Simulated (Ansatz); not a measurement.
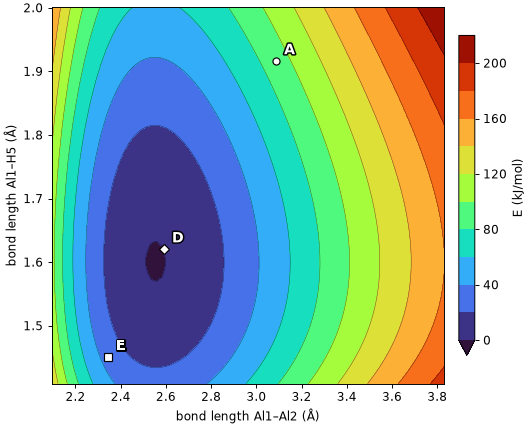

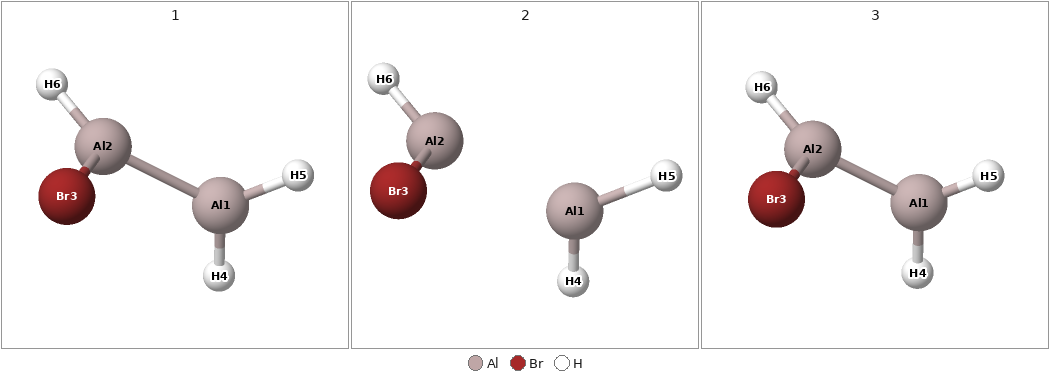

Al₂BrH₃, SMILES [AlH2][AlH][Br]. First axis: bond length Al1–Al2. Second axis: bond length Al1–H5. Nothing is relaxed (all other coordinates rigid). Grid: 15 × 15 points. Points are written as (first, second). All energies are given in kJ/mol relative to the lowest grid point. The reference is spin-restricted, which grows unreliable where a bond is stretched far. These are results of RKS SPW92 (LDA)/def2-TZVP (Ansatz), not measurements.

The picture shows filled contours, lettered points. Between grid points the surface is interpolated. The numbered pictures are the structures at these points, in random order.

Which structure belongs to which point?

Answer. A is structure 2: (3.086 Å, 1.916 Å), 90 kJ/mol; D is structure 1: (2.590 Å, 1.620 Å), 0 kJ/mol; E is structure 3: (2.342 Å, 1.451 Å), 33 kJ/mol.
